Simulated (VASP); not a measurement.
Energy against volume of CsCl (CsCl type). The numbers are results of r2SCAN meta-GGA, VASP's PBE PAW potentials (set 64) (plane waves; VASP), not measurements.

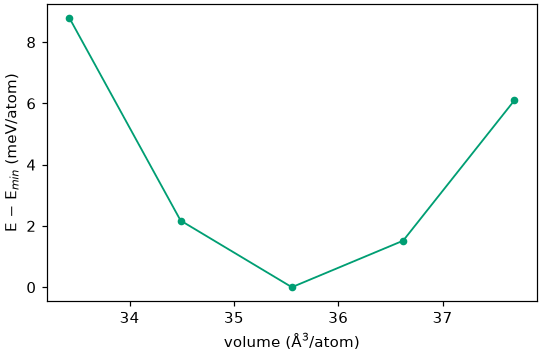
Figure: Energy against volume

Problem. Estimate the equilibrium volume and the bulk modulus.

Solution. The minimum lies near 35.6 Å³/atom, and the curvature gives B0 of about 18 GPa.

The compound is CsCl in the CsCl type structure. It was relaxed first.
